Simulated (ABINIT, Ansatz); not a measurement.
## Osmium (P6_3/mmc): from the cell to the phonon bands

How does Osmium (P6_3/mmc) vibrate, and is this structure a minimum?

Method: DFT LDA, scalar-relativistic, plane waves, PseudoDojo norm-conserving pseudopotentials, in ABINIT 10.8.3.

### Step 1. The starting structure

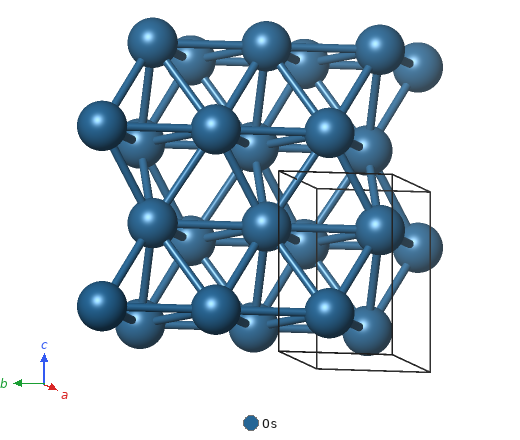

Start, viewed from a free direction; osmium blue. 2×3×2 cells are drawn.

### Step 2. A first look

A first run with smearing and empty bands tells whether the crystal has a gap, which decides between fixed occupations and smearing later on.

The input, probe.abi:

```
# ground state
tolvrs 1.0d-08
prtden 1
prtwf 1

# basis, mesh and filling
ecut 33.0
ngkpt 9 9 4
nshiftk 1
shiftk 0.0 0.0 0.0
istwfk *1
occopt 7
tsmear 0.005
nband 24
nstep 100
diemac 9.0
prtebands 0
prtgsr 0

# cell and atoms
acell 3*1.0 Angstrom
rprim 
    2.7341 0.0 0.0
    -1.36705 2.367800057 0.0
    0.0 0.0 4.3197
ntypat 1
znucl 76
natom 2
typat 1 1
xred 
    1/3 2/3 0.25
    2/3 1/3 0.75
pp_dirpath "./pseudo"
pseudos "Os.upf"
```

Started as:

```
OMP_NUM_THREADS=1 mpirun -n 16 abinit probe.abi > probe.log
```

Numbers of over 12 decimals in the logs are rounded to 6 here.

probe.abo, the main output file:

```text
[banners, grids, parts of the stress and lines that vanish by symmetry left out]
- input  file    -> probe.abi
- output file    -> probe.abo
- root for input  files -> probei
[...]
Symmetries : space group P6_3/m m c (#194); Bravais hP (primitive hexag.)
[...]
mpw =        1743          nfft =       40500          nkpt =          36
[...]
== DATASET  1 ==================================================================
[...]
-    --> not optimal distribution: autoparal keyword recommended in input file <--
[...]
cutoff_energies: {ecut:  33.0, pawecutdg:  -1.0, }
[...]
ETOT  1  -202.45362963343    -2.025E+02 1.025E-01 4.638E+01
 ETOT  2  -202.54862646052    -9.500E-02 3.045E-02 1.432E+01
 ETOT  3  -202.55260371191    -3.977E-03 2.274E-03 1.157E-03
 ETOT  4  -202.55260554300    -1.831E-06 6.457E-04 4.271E-05
 ETOT  5  -202.55260555388    -1.087E-08 6.117E-04 1.690E-07
 ETOT  6  -202.55260555391    -3.905E-11 5.389E-04 1.202E-09
 At SCF step    6       vres2   =  1.20E-09 < tolvrs=  1.00E-08 =>converged.
[...]
sigma(1 1)=  3.36666770E-04  sigma(3 2)=  0.00000000E+00
  sigma(2 2)=  3.36666749E-04  sigma(3 1)=  0.00000000E+00
  sigma(3 3)=  3.81857825E-04  sigma(2 1)=  0.00000000E+00
[...]
convergence: {deltae: -3.905E-11, res2:  1.202E-09, residm:  5.389E-04, diffor: null, }
etotal    :  -2.02552606E+02
[...]
sigma(1 1)=  3.36666770E-04  sigma(3 2)=  0.00000000E+00
  sigma(2 2)=  3.36666749E-04  sigma(3 1)=  0.00000000E+00
  sigma(3 3)=  3.81857825E-04  sigma(2 1)=  0.00000000E+00
[...]
- sigma(1 1)=  9.90507834E+00  sigma(3 2)=  0.00000000E+00
- sigma(2 2)=  9.90507773E+00  sigma(3 1)=  0.00000000E+00
- sigma(3 3)=  1.12346451E+01  sigma(2 1)=  0.00000000E+00
[...]
fcart     -0.0000000000E+00 -0.0000000000E+00 -6.7554865564E-26
           strten      3.3666676973E-04  3.3666674921E-04  3.8185782515E-04
================================================================================

[key lines of the parts left out:]
pressure_GPa:  -1.0348E+01
```

Wall time 4.8 s (16 MPI ranks of Arm Neoverse V2, shared host).

Read from the output:

```yaml
volume_per_atom: 13.98 Å³
pressure: -10.35 GPa
gap_on_the_k_mesh: 0 eV
```

No gap opens on this mesh, so smearing is kept; the printed pressure holds the stress of the finite basis too.

### Step 3. Relaxing the cell and atoms

The harmonic expansion needs vanishing forces, and a free crystal bears no stress, so cell and atoms are brought to rest. Stress is more sensitive to the basis than forces are: the last 3 Ha under the cutoff are smoothed with ecutsm, and the cutoff is raised above that of the later runs.

The input, relax.abi:

```
# relaxation
ionmov 2
optcell 2
dilatmx 1.08
ntime 40
tolmxf 1.0d-05
tolvrs 1.0d-14
prtwf 0
prtden 0
chksymtnons 0

# basis, mesh and filling
ecut 41.0
ecutsm 3.0
ngkpt 12 12 6
nshiftk 1
shiftk 0.0 0.0 0.0
istwfk *1
occopt 7
tsmear 0.01
nband 24
nstep 100
diemac 1000000.0
prtebands 0
prtgsr 0

# cell and atoms
acell 3*1.0 Angstrom
rprim 
    2.7341 0.0 0.0
    -1.36705 2.367800057 0.0
    0.0 0.0 4.3197
ntypat 1
znucl 76
natom 2
typat 1 1
xred 
    1/3 2/3 0.25
    2/3 1/3 0.75
pp_dirpath "./pseudo"
pseudos "Os.upf"
```

Started as:

```
OMP_NUM_THREADS=1 mpirun -n 16 abinit relax.abi > relax.log
```

relax.abo, the main output file:

```text
[banners, grids, parts of the stress and lines that vanish by symmetry left out]
- input  file    -> relax.abi
- output file    -> relax.abo
- root for input  files -> relaxi
[...]
Symmetries : space group P6_3/m m c (#194); Bravais hP (primitive hexag.)
[...]
mpw =        3003          nfft =       69984          nkpt =          76
[...]
== DATASET  1 ==================================================================
[...]
cutoff_energies: {ecut:  41.0, pawecutdg:  -1.0, }
[...]
ETOT  1  -202.44888161601    -2.024E+02 1.306E-01 7.994E+01
 ETOT  2  -202.54932450419    -1.004E-01 1.573E-02 2.172E+01
 ETOT  3  -202.55286326304    -3.539E-03 5.456E-03 5.959E-03
 ETOT  4  -202.55286676893    -3.506E-06 3.329E-03 1.545E-04
 ETOT  5  -202.55286679227    -2.334E-08 3.551E-03 3.733E-06
[...]
At SCF step    9       vres2   =  4.32E-16 < tolvrs=  1.00E-14 =>converged.
[...]
sigma(1 1)=  3.28407547E-04  sigma(3 2)=  0.00000000E+00
  sigma(2 2)=  3.28407526E-04  sigma(3 1)=  0.00000000E+00
  sigma(3 3)=  3.13937443E-04  sigma(2 1)=  0.00000000E+00
[...]
convergence: {deltae: -8.811E-13, res2:  4.319E-16, residm:  1.735E-04, diffor: null, }
etotal    :  -2.02552867E+02
[...]
ETOT  1  -202.54586005625    -2.025E+02 4.066E+02 5.019E+01
[...]
At SCF step    9       vres2   =  7.85E-17 < tolvrs=  1.00E-14 =>converged.
[...]
sigma(1 1)= -9.41069114E-05  sigma(3 2)=  0.00000000E+00
  sigma(2 2)= -9.41069329E-05  sigma(3 1)=  0.00000000E+00
  sigma(3 3)= -1.32505075E-04  sigma(2 1)=  0.00000000E+00
[...]
convergence: {deltae:  5.969E-13, res2:  7.854E-17, residm:  2.804E+01, diffor: null, }
etotal    :  -2.02553491E+02
[...]
ETOT  1  -202.55310597086    -2.026E+02 1.404E-04 3.035E+00
[...]
At SCF step    8       vres2   =  1.63E-15 < tolvrs=  1.00E-14 =>converged.
[...]
sigma(1 1)=  7.18222217E-06  sigma(3 2)=  0.00000000E+00
  sigma(2 2)=  7.18220086E-06  sigma(3 1)=  0.00000000E+00
  sigma(3 3)= -3.85671985E-06  sigma(2 1)=  0.00000000E+00
[...]
convergence: {deltae: -8.527E-14, res2:  1.633E-15, residm:  2.727E-05, diffor: null, }
etotal    :  -2.02553560E+02
[...]
ETOT  1  -202.55355939421    -2.026E+02 1.789E-05 8.150E-03
[...]
At SCF step    7       vres2   =  3.19E-15 < tolvrs=  1.00E-14 =>converged.
[...]
sigma(1 1)=  1.62836671E-06  sigma(3 2)=  0.00000000E+00
  sigma(2 2)=  1.62834540E-06  sigma(3 1)=  0.00000000E+00
  sigma(3 3)= -2.26259969E-06  sigma(2 1)=  0.00000000E+00
[...]
convergence: {deltae: -5.684E-14, res2:  3.189E-15, residm:  9.708E-07, diffor: null, }
etotal    :  -2.02553561E+02
[...]
ETOT  1  -202.55356048924    -2.026E+02 6.195E-07 1.645E-03
[...]
At SCF step    7       vres2   =  4.60E-16 < tolvrs=  1.00E-14 =>converged.
[...]
sigma(1 1)= -5.06460456E-08  sigma(3 2)=  0.00000000E+00
  sigma(2 2)= -5.06673617E-08  sigma(3 1)=  0.00000000E+00
  sigma(3 3)= -1.16420588E-07  sigma(2 1)=  0.00000000E+00
[...]
convergence: {deltae:  9.379E-13, res2:  4.598E-16, residm:  3.965E-07, diffor: null, }
etotal    :  -2.02553561E+02
[...]
ETOT  1  -202.55356075441    -2.026E+02 2.469E-07 1.616E-06
[...]
ETOT  5  -202.55356075466     5.684E-13 2.221E-08 2.445E-13
 ETOT  6  -202.55356075466    -1.023E-12 5.915E-08 4.615E-16
 At SCF step    6       vres2   =  4.61E-16 < tolvrs=  1.00E-14 =>converged.
[...]
sigma(1 1)= -4.25746206E-09  sigma(3 2)=  0.00000000E+00
  sigma(2 2)= -4.27877803E-09  sigma(3 1)=  0.00000000E+00
  sigma(3 3)= -5.60062905E-09  sigma(2 1)=  0.00000000E+00
[...]
convergence: {deltae: -1.023E-12, res2:  4.615E-16, residm:  5.915E-08, diffor: null, }
etotal    :  -2.02553561E+02
[...]
At Broyd/MD step   6, gradients are converged :
[...]
sigma(1 1)= -4.25746206E-09  sigma(3 2)=  0.00000000E+00
  sigma(2 2)= -4.27877803E-09  sigma(3 1)=  0.00000000E+00
  sigma(3 3)= -5.60062905E-09  sigma(2 1)=  0.00000000E+00
[...]
- sigma(1 1)= -1.25258858E-04  sigma(3 2)=  0.00000000E+00
- sigma(2 2)= -1.25885996E-04  sigma(3 1)=  0.00000000E+00
- sigma(3 3)= -1.64776196E-04  sigma(2 1)=  0.00000000E+00
[...]
fcart     -0.0000000000E+00 -0.0000000000E+00 -0.0000000000E+00
           strten     -4.2574620635E-09 -4.2787780263E-09 -5.6006290508E-09
================================================================================

[key lines of the parts left out:]
pressure_GPa:   1.3864E-04
Total energy (etotal) [Ha]= -2.02553560754656E+02
```

Elapsed: 63 s, on 16 MPI ranks; 17 min of CPU time.

Step by step:

```csv
step,energy less that of the first step (eV),largest force (eV/Å),volume (Å³)
1,0.0000,0.0000,27.96
2,-0.0170,0.0000,27.16
3,-0.0189,0.0000,27.35
4,-0.0189,0.0000,27.35
5,-0.0189,0.0000,27.34
6,-0.0189,0.0000,27.34
```

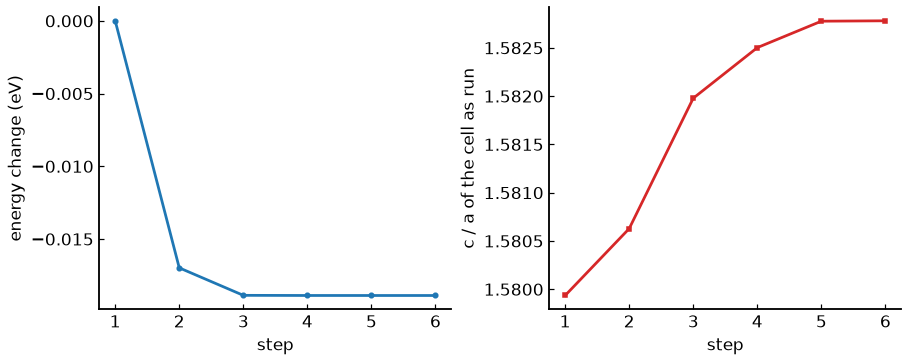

Energy and cell shape along the relaxation.

```csv
"conventional cell, symmetrised",before,after,change
a (Å),2.734,2.712,-0.8 %
b (Å),2.734,2.712,-0.8 %
c (Å),4.320,4.293,-0.6 %
volume (Å³/atom),13.98,13.67,-2.2 %
```

Final coordinates:

```xyz
2
Lattice="2.7121 0.0000 0.0000 -1.3560 2.3487 0.0000 0.0000 0.0000 4.2927" Properties=species:S:1:pos:R:3 pbc="T T T"
Os    0.0000    1.5658    1.0732
Os    1.3560    0.7829    3.2195
```

Read from the output:

```yaml
volume_per_atom: 13.67 Å³
pressure: 1.39e-4 GPa
```

The volume changes by -2.2 % in this run and stands -2.2 % from the first cell.

### Step 4. Self-consistent run for the response

The response is built on these wavefunctions, so the potential is converged far more tightly than an energy would need. Smearing stays on, as the first look found no gap above 0.3 eV.

The input, gs.abi:

```
# ground state
tolvrs 1.0d-16
prtden 1
prtwf 1

# basis, mesh and filling
ecut 33.0
ngkpt 12 12 6
nshiftk 1
shiftk 0.0 0.0 0.0
istwfk *1
occopt 7
tsmear 0.01
nband 24
nstep 100
diemac 1000000.0
prtebands 0
prtgsr 0

# cell and atoms
acell 3*1.0 Angstrom
rprim 
    2.712098943 0.0 0.0
    -1.356049471 2.348746582 0.0
    0.0 0.0 4.292654342
ntypat 1
znucl 76
natom 2
typat 1 1
xred 
    1/3 2/3 0.25
    2/3 1/3 0.75
pp_dirpath "./pseudo"
pseudos "Os.upf"
```

Started as:

```
OMP_NUM_THREADS=1 mpirun -n 16 abinit gs.abi > gs.log
```

gs.abo, the main output file:

```text
[banners, grids, parts of the stress and lines that vanish by symmetry left out]
- input  file    -> gs.abi
- output file    -> gs.abo
- root for input  files -> gsi
[...]
Symmetries : space group P6_3/m m c (#194); Bravais hP (primitive hexag.)
[...]
mpw =        1701          nfft =       40500          nkpt =          76
[...]
== DATASET  1 ==================================================================
[...]
cutoff_energies: {ecut:  33.0, pawecutdg:  -1.0, }
[...]
ETOT  1  -202.45738864840    -2.025E+02 1.326E-01 4.500E+01
 ETOT  2  -202.54999686846    -9.261E-02 2.215E-02 1.197E+01
 ETOT  3  -202.55329595666    -3.299E-03 3.976E-03 2.935E-03
 ETOT  4  -202.55329855372    -2.597E-06 1.937E-03 6.208E-05
 ETOT  5  -202.55329856946    -1.574E-08 8.489E-04 6.335E-07
[...]
ETOT  9  -202.55329856964    -6.537E-13 5.834E-04 2.854E-16
 ETOT 10  -202.55329856964    -5.684E-14 5.825E-04 7.403E-19
 At SCF step   10       vres2   =  7.40E-19 < tolvrs=  1.00E-16 =>converged.
[...]
sigma(1 1)=  2.37804515E-05  sigma(3 2)=  0.00000000E+00
  sigma(2 2)=  2.37804605E-05  sigma(3 1)=  0.00000000E+00
  sigma(3 3)=  2.42772823E-05  sigma(2 1)= -1.04779124E-11
[...]
convergence: {deltae: -5.684E-14, res2:  7.403E-19, residm:  5.825E-04, diffor: null, }
etotal    :  -2.02553299E+02
[...]
sigma(1 1)=  2.37804515E-05  sigma(3 2)=  0.00000000E+00
  sigma(2 2)=  2.37804605E-05  sigma(3 1)=  0.00000000E+00
  sigma(3 3)=  2.42772823E-05  sigma(2 1)= -1.04779124E-11
[...]
- sigma(1 1)=  6.99645038E-01  sigma(3 2)=  0.00000000E+00
- sigma(2 2)=  6.99645303E-01  sigma(3 1)=  0.00000000E+00
- sigma(3 3)=  7.14262304E-01  sigma(2 1)= -3.08270825E-07
[...]
fcart      1.5761443643E-27  1.1526506723E-27 -0.0000000000E+00
           strten      2.3780451499E-05  2.3780460507E-05  2.4277282275E-05
================================================================================

[key lines of the parts left out:]
pressure_GPa:  -7.0452E-01
```

Elapsed: 9.1 s, on 16 MPI ranks.

This step gave:

```yaml
pressure: -0.7045 GPa
```

The cell stands at -0.70 GPa: the relaxation ran with a smoothed and higher cutoff, and the difference is a stress of the finite basis.

[end of part 1 of 4]

[Host names and launcher messages were left out of these logs when they were recorded.]

[Logs are printed without paths, hosts, clocks, repeated set-up lines and the standing remarks that a program may print on its own settings, such as how far it seeks lower states.]

[Hosts, paths, dates, database ids (printed as entryN), source tags and the programs' standing remarks are cut or masked in the printed files.]
